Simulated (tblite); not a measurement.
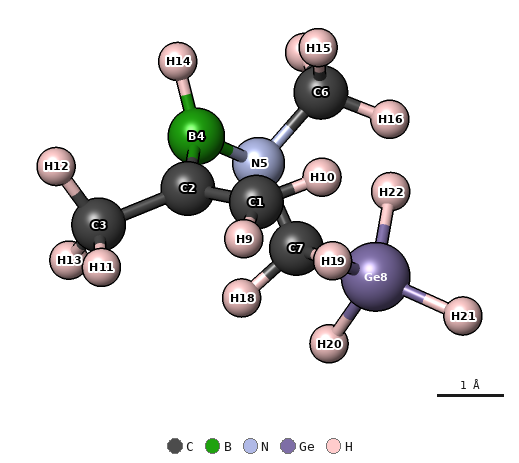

Figure 1. The structure as given in the input (ball-and-stick view, seen at a tilt; atoms are numbered from 1 in the order of the input). Sticks mark near contacts.

**C$_{5}$H$_{14}$BGeN: geometry relaxation (part 1 of 3)**

C$_{5}$H$_{14}$BGeN, computed with GFN2-xTB geometry optimisation, gas phase (tblite 0.8.0).

It belongs to a series of runs on one base structure; here: C replaced by Ge.

## The input
```
{"job": {"kind": "relax", "xc": "GFN2-xTB", "basis": "xTB"}, "charge": 0, "multiplicity": 1}
C     -1.641400    -0.606400     1.551600
C     -1.785500    -0.570100     0.218300
C     -2.624300    -1.582800    -0.496700
B     -1.070300     0.497700    -0.681100
N      0.436900     0.665800    -0.721300
C      0.718300     2.000500    -0.244200
C      1.196000    -0.365000    -0.111700
Ge     3.134900    -0.046900    -0.227600
H     -2.174700    -1.378200     2.080000
H     -1.048900     0.102100     2.114600
H     -2.971700    -2.360800     0.200700
H     -3.571000    -1.042600    -0.829000
H     -2.118700    -2.039400    -1.345000
H     -1.720300     1.438400    -0.941000
H     -0.171300     2.420900     0.262800
H      1.548500     1.969700     0.515300
H      0.955600     2.674400    -1.085200
H      1.016300    -1.311100    -0.689800
H      0.942100    -0.569600     0.952600
H      3.735900    -1.005900    -1.287500
H      3.832700    -0.276200     1.116800
H      3.370200     1.405000    -0.754400
```

The first line tells a small driver script what to run in tblite; the rest is the geometry in Å.

Command:
```bash
OMP_NUM_THREADS=1 python <driver script> task.json out
```

## Output
```
step      E/eV     max force
  0    -649.19923    3.461
  1    -649.50122    1.537
  2    -649.61600    1.422
  3    -649.69651    1.015
  4    -649.76311    0.511
  5    -649.79345    0.460
  6    -649.85935    0.492
  7    -649.90405    0.582
  8    -649.95522    0.638
  9    -649.99065    0.430
 10    -650.02049    0.356
 11    -650.04392    0.376
 12    -650.06399    0.345
 13    -650.07707    0.228
 14    -650.08641    0.183
 15    -650.09531    0.208
 16    -650.10481    0.239
 17    -650.11355    0.165
 18    -650.12121    0.190
 19    -650.12932    0.223
 20    -650.14039    0.309
 21    -650.15437    0.297
 22    -650.16722    0.222
 23    -650.17744    0.233
 24    -650.18864    0.306
 25    -650.20160    0.357
 26    -650.21400    0.317
 27    -650.22437    0.198
 28    -650.23380    0.211
 29    -650.24424    0.348
 30    -650.25737    0.368
 31    -650.27264    0.331
 32    -650.28477    0.325
 33    -650.29773    0.268
 34    -650.30794    0.219
 35    -650.31751    0.183
 36    -650.32778    0.212
 37    -650.33839    0.212
 38    -650.34969    0.259
 39    -650.36019    0.218
 40    -650.36795    0.185
 41    -650.37354    0.221
 42    -650.37819    0.227
 43    -650.38280    0.191
 44    -650.38934    0.134
 45    -650.39188    0.108
 46    -650.39479    0.126
 47    -650.39741    0.136
 48    -650.40076    0.122
 49    -650.40349    0.097
 50    -650.40547    0.093
 51    -650.40707    0.081
 52    -650.40907    0.111
 53    -650.41190    0.152
 54    -650.41530    0.157
 55    -650.41839    0.112
 56    -650.42088    0.100
 57    -650.42314    0.110
 58    -650.42589    0.117
 59    -650.42991    0.189
 60    -650.43379    0.184
 61    -650.43933    0.171
 62    -650.44395    0.127
 63    -650.44935    0.117
 64    -650.45283    0.169
 65    -650.45952    0.189
 66    -650.46541    0.178
 67    -650.47154    0.208
 68    -650.47703    0.175
 69    -650.48167    0.273
 70    -650.49017    0.226
 71    -650.50155    0.157
 72    -650.51006    0.235
 73    -650.51701    0.203
 74    -650.52564    0.193
 75    -650.53204    0.191
 76    -650.53658    0.201
 77    -650.54081    0.130
 78    -650.54494    0.102
 79    -650.54939    0.121
 80    -650.55147    0.083
 81    -650.55255    0.063
 82    -650.55356    0.063
 83    -650.55469    0.071
 84    -650.55577    0.082
 85    -650.55676    0.084
 86    -650.55774    0.078
 87    -650.55894    0.077
 88    -650.56047    0.086
 89    -650.56231    0.089
 90    -650.56424    0.088
 91    -650.56616    0.109
 92    -650.56805    0.107
 93    -650.57006    0.109
 94    -650.57241    0.137
 95    -650.57538    0.150
 96    -650.57918    0.145
 97    -650.58338    0.163
 98    -650.58656    0.134
 99    -650.58831    0.125
100    -650.59045    0.118
101    -650.59210    0.111
102    -650.59385    0.097
103    -650.59528    0.089
104    -650.59668    0.100
105    -650.59817    0.097
106    -650.59976    0.097
107    -650.60158    0.089
108    -650.60343    0.102
109    -650.60558    0.102
110    -650.60776    0.120
111    -650.61010    0.094
112    -650.61236    0.116
113    -650.61499    0.108
114    -650.61728    0.092
115    -650.61913    0.079
116    -650.62034    0.073
117    -650.62140    0.072
118    -650.62230    0.072
119    -650.62313    0.080
120    -650.62394    0.070
121    -650.62518    0.061
122    -650.62606    0.063
123    -650.62722    0.073
124    -650.62798    0.082
125    -650.62858    0.064
126    -650.62922    0.059
127    -650.62989    0.042
128    -650.63037    0.037
129    -650.63054    0.029
130    -650.63071    0.029
131    -650.63095    0.032
132    -650.63113    0.039
133    -650.63135    0.034
134    -650.63155    0.042
135    -650.63179    0.044
136    -650.63209    0.048
137    -650.63245    0.054
138    -650.63276    0.038
139    -650.63297    0.028
140    -650.63312    0.025
141    -650.63329    0.031
142    -650.63348    0.034
143    -650.63370    0.035
144    -650.63393    0.038
145    -650.63420    0.042
146    -650.63457    0.048
147    -650.63507    0.060
148    -650.63570    0.066
149    -650.63640    0.049
150    -650.63705    0.051
151    -650.63751    0.059
152    -650.63806    0.064
153    -650.63861    0.048
154    -650.63951    0.054
155    -650.64001    0.052
156    -650.64066    0.049
157    -650.64097    0.044
158    -650.64120    0.034
159    -650.64149    0.051
160    -650.64186    0.052
161    -650.64246    0.043
162    -650.64272    0.038
163    -650.64309    0.044
164    -650.64350    0.052
165    -650.64385    0.050
166    -650.64407    0.031
167    -650.64418    0.019
168    -650.64424    0.018
169    -650.64429    0.019
170    -650.64433    0.016
171    -650.64438    0.018
172    -650.64445    0.018
173    -650.64456    0.025
174    -650.64466    0.027
175    -650.64478    0.030
176    -650.64489    0.028
177    -650.64502    0.025
178    -650.64515    0.029
179    -650.64528    0.023
180    -650.64538    0.022
181    -650.64545    0.018
182    -650.64551    0.014
183    -650.64555    0.015
184    -650.64560    0.020
185    -650.64565    0.018
186    -650.64570    0.013
187    -650.64574    0.012
188    -650.64577    0.013
189    -650.64580    0.013
190    -650.64583    0.013
191    -650.64587    0.011
192    -650.64593    0.012
193    -650.64598    0.012
194    -650.64603    0.009
```

## Trajectory as extended XYZ (Å, eV, eV/Å), 22 of the 195 frames kept, from step=0 to step=194
```
22
Properties=species:S:1:pos:R:3:forces:R:3 step=0 energy=-649.19923
C    -1.6414   -0.6064    1.5516   -0.2520  -0.1240  -0.9880
C    -1.7855   -0.5701    0.2183    0.9330  -0.3010   0.1040
C    -2.6243   -1.5828   -0.4967   -1.6360   0.3040   0.3900
B    -1.0703    0.4977   -0.6811    1.7540   0.5420   0.6250
N     0.4369    0.6658   -0.7213   -3.4420   0.0130   0.3610
C     0.7183    2.0005   -0.2442    0.2990   0.8840   0.5700
C     1.1960   -0.3650   -0.1117    0.5340  -1.4450   0.0100
Ge    3.1349   -0.0469   -0.2276    0.6820   0.2630  -0.6580
H    -2.1747   -1.3782    2.0800    0.0260   0.0880   0.4050
H    -1.0489    0.1021    2.1146   -0.1790  -0.1380  -0.1200
H    -2.9717   -2.3608    0.2007    0.2100   0.0790  -0.2770
H    -3.5710   -1.0426   -0.8290    1.1120  -0.6900  -0.0120
H    -2.1187   -2.0394   -1.3450   -0.1240   0.1820   0.0510
H    -1.7203    1.4384   -0.9410    0.0870  -0.0550  -0.5320
H    -0.1713    2.4209    0.2628    0.5960   0.0440  -0.0460
H     1.5485    1.9697    0.5153   -0.6710   0.1950  -0.7620
H     0.9556    2.6744   -1.0852    0.2140  -0.2000   0.3190
H     1.0163   -1.3111   -0.6898   -0.0560   0.5590   0.5920
H     0.9421   -0.5696    0.9526   -0.1550   0.0660  -0.4170
H     3.7359   -1.0059   -1.2875   -0.0530   0.4240   0.5150
H     3.8327   -0.2762    1.1168   -0.0820   0.1290  -0.4400
H     3.3702    1.4050   -0.7544    0.2020  -0.8180   0.3080
22
Properties=species:S:1:pos:R:3:forces:R:3 step=9 energy=-649.99065
C    -1.6570   -0.6766    1.5236   -0.1830   0.0890  -0.1420
C    -1.7871   -0.6733    0.1976    0.1100   0.0980  -0.0930
C    -2.6815   -1.6466   -0.5083    0.1210   0.1220   0.0740
B    -1.1106    0.5256   -0.5600    0.0160   0.0640  -0.0700
N     0.2604    0.7326   -0.4465    0.1650   0.0140   0.1460
C     0.7320    2.0916   -0.2074    0.0520  -0.1730  -0.0690
C     1.1592   -0.3568   -0.0921    0.0860   0.1660   0.1620
Ge    3.1110   -0.0499   -0.3034    0.3830   0.1560  -0.1170
H    -2.2032   -1.3547    2.1633    0.0890  -0.0710  -0.0070
H    -1.0574    0.0711    2.0272   -0.0600  -0.1580  -0.0100
H    -3.0008   -2.4211    0.1908   -0.1000  -0.0400  -0.3020
H    -3.5360   -1.0801   -0.8784   -0.1300  -0.1970  -0.0020
H    -2.1736   -2.0730   -1.3800   -0.1180  -0.0630   0.2550
H    -1.7127    1.4022   -1.0683   -0.1930  -0.1050   0.1690
H    -0.0681    2.6555    0.2869    0.2790   0.0230  -0.2110
H     1.5852    2.0380    0.4735   -0.0420   0.1680   0.0080
H     1.0398    2.6146   -1.1256   -0.0680  -0.1740   0.1370
H     0.9286   -1.2622   -0.6637   -0.2210   0.2210  -0.0700
H     1.0093   -0.6324    0.9570    0.0340  -0.0200   0.1340
H     3.8097   -0.9820   -1.2484   -0.1490  -0.0230  -0.0140
H     3.8262   -0.2299    0.9968   -0.0350  -0.0570   0.1210
H     3.5162    1.3267   -0.7362   -0.0370  -0.0390  -0.0990
22
Properties=species:S:1:pos:R:3:forces:R:3 step=18 energy=-650.12121
C    -1.6898   -0.6992    1.4989   -0.0460  -0.1250   0.0100
C    -1.8056   -0.6969    0.1719    0.0610   0.0330   0.0810
C    -2.7140   -1.6709   -0.5305    0.1630   0.0800   0.0500
B    -1.1042    0.5370   -0.5082   -0.0720   0.0320   0.0150
N     0.2494    0.7849   -0.2977    0.0020  -0.0610  -0.0860
C     0.7845    2.1265   -0.2027   -0.0720  -0.1030  -0.0390
C     1.1769   -0.3018   -0.0354   -0.0260   0.0170   0.0520
Ge    3.1411   -0.0243   -0.3128   -0.0050   0.0040   0.0050
H    -2.2106   -1.4001    2.1324   -0.0630  -0.0620   0.0260
H    -1.0749    0.0238    2.0202   -0.0700  -0.1280  -0.0850
H    -3.0519   -2.4596    0.1438    0.0330   0.0650  -0.0530
H    -3.5899   -1.1466   -0.9186    0.0990  -0.0250  -0.0040
H    -2.1874   -2.1200   -1.3734   -0.0870  -0.0180   0.0090
H    -1.7747    1.3647   -1.0025    0.0220   0.1520   0.0680
H     0.0149    2.7756    0.2134    0.0670   0.1210  -0.1300
H     1.6352    2.1239    0.4861   -0.0450   0.0780  -0.0510
H     1.1042    2.5132   -1.1788    0.0380  -0.0060   0.0930
H     0.8635   -1.1509   -0.6468    0.0780  -0.0670  -0.0030
H     1.0847   -0.6378    1.0043    0.0010   0.0290   0.1080
H     3.7502   -1.0096   -1.2642   -0.0820  -0.0280   0.0240
H     3.8251   -0.2368    1.0099    0.0070   0.0460  -0.0930
H     3.5628    1.3245   -0.8107   -0.0020  -0.0350   0.0020
22
Properties=species:S:1:pos:R:3:forces:R:3 step=28 energy=-650.23380
C    -1.7484   -0.8298    1.5000    0.1070  -0.0560   0.0660
C    -1.8086   -0.7085    0.1752    0.0300   0.0460   0.1580
C    -2.6874   -1.6707   -0.5822    0.0870   0.1130   0.0850
B    -1.1183    0.6026   -0.3885   -0.0290  -0.0600   0.0620
N     0.2434    0.8289   -0.2408   -0.0290  -0.0530  -0.0560
C     0.8260    2.1540   -0.2805   -0.0850  -0.0420   0.0070
C     1.1829   -0.2418    0.0555   -0.0040  -0.0210  -0.0200
Ge    3.1308   -0.0003   -0.3259   -0.1420  -0.1060   0.1150
H    -2.2828   -1.5868    2.0600    0.0310  -0.0110  -0.1050
H    -1.1491   -0.1629    2.1011   -0.0470   0.0240   0.0070
H    -3.0399   -2.4432    0.1040   -0.0890   0.0370  -0.1380
H    -3.5456   -1.1298   -0.9864    0.0830  -0.1130  -0.0680
H    -2.1597   -2.1628   -1.4016   -0.0070   0.1880   0.0150
H    -1.7826    1.5112   -0.7391   -0.0150  -0.0920   0.0030
H     0.0662    2.9027   -0.0647   -0.0430  -0.0260  -0.0450
H     1.5983    2.2270    0.4939    0.0060   0.0570  -0.1030
H     1.2595    2.3849   -1.2634    0.0730  -0.0900   0.1120
H     0.9044   -1.1360   -0.5129   -0.1620   0.0660   0.0380
H     1.0984   -0.5336    1.1118    0.0360   0.0970  -0.0010
H     3.5388   -1.0956   -1.2564    0.1230   0.0170  -0.0190
H     3.8900   -0.1863    0.9539    0.0460   0.0150  -0.0670
H     3.5732    1.2961   -0.9146    0.0280   0.0100  -0.0470
22
Properties=species:S:1:pos:R:3:forces:R:3 step=37 energy=-650.33839
C    -1.7610   -0.9614    1.5673   -0.0390  -0.0090  -0.0830
C    -1.8149   -0.6997    0.2623   -0.0530   0.0890   0.1030
C    -2.6350   -1.6080   -0.6249    0.0990   0.1190   0.0730
B    -1.1522    0.6483   -0.2540   -0.0510  -0.0330   0.0670
N     0.2183    0.8569   -0.2167   -0.0630   0.0300   0.0280
C     0.8322    2.1534   -0.3659   -0.0100   0.0550  -0.0190
C     1.1468   -0.2067    0.1296    0.0000   0.0680  -0.0010
Ge    3.0966   -0.0327   -0.3500   -0.1390  -0.1240   0.0460
H    -2.2829   -1.8090    1.9992    0.1220   0.1260   0.0280
H    -1.2225   -0.3244    2.2597   -0.0820  -0.1600  -0.1120
H    -3.0693   -2.4193   -0.0335    0.0870   0.0670  -0.1660
H    -3.4500   -1.0533   -1.0973    0.1520  -0.0070   0.0380
H    -2.0122   -2.0296   -1.4182   -0.0890   0.0300   0.0700
H    -1.8429    1.5641   -0.5355    0.0600  -0.1310  -0.0290
H     0.0717    2.9308   -0.3775   -0.0110  -0.0260  -0.0230
H     1.5154    2.3467    0.4706   -0.0370  -0.0150  -0.0040
H     1.4107    2.2133   -1.2957   -0.0420  -0.0060  -0.0100
H     0.7687   -1.1258   -0.3312    0.1550  -0.0070   0.1440
H     1.1160   -0.3559    1.2190    0.0720  -0.0550  -0.0670
H     3.5086   -1.1464   -1.2507    0.0050  -0.0910  -0.0640
H     3.9803   -0.1345    0.8525   -0.0960  -0.0680   0.1080
H     3.5672    1.2125   -1.0107   -0.0380   0.1490  -0.1270
```
